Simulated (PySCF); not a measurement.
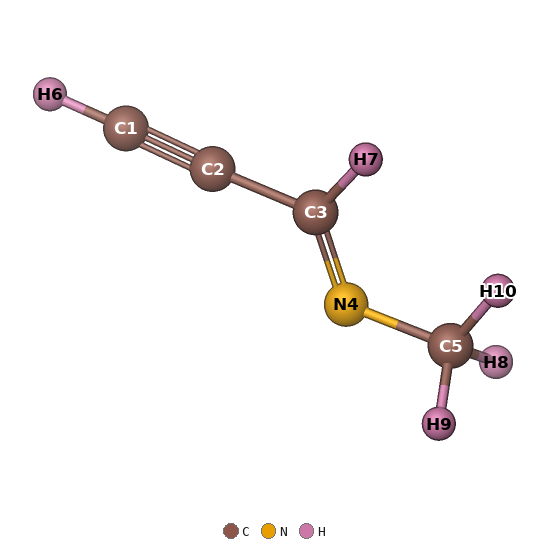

The computed structure is the end point of a GFN2-xTB optimisation. No frequency run is at hand to confirm it as a minimum. Level of theory: B3LYP/pcJ-1 indirect spin-spin coupling, non-relativistic, gas phase (PySCF 2.14.0). Isotopes: 13C, 1H, 15N.

Give the spin–spin coupling constants of these pairs, with the number of bonds between them: C3/N4, N4/C5, C2/N4, N4/H10, N4/H7, N4/H9, N4/H8, C1/N4.

```json
{"pair": "C3, N4", "bonds apart": "1", "J (Hz)": "−11.8"}
{"pair": "N4, C5", "bonds apart": "1", "J (Hz)": "2.2"}
{"pair": "C2, N4", "bonds apart": "2", "J (Hz)": "−9.2"}
{"pair": "N4, H10", "bonds apart": "2", "J (Hz)": "0.8"}
{"pair": "N4, H7", "bonds apart": "2", "J (Hz)": "2.3"}
{"pair": "N4, H9", "bonds apart": "2", "J (Hz)": "0.7"}
{"pair": "N4, H8", "bonds apart": "2", "J (Hz)": "0.7"}
{"pair": "C1, N4", "bonds apart": "3", "J (Hz)": "−4.4"}
```
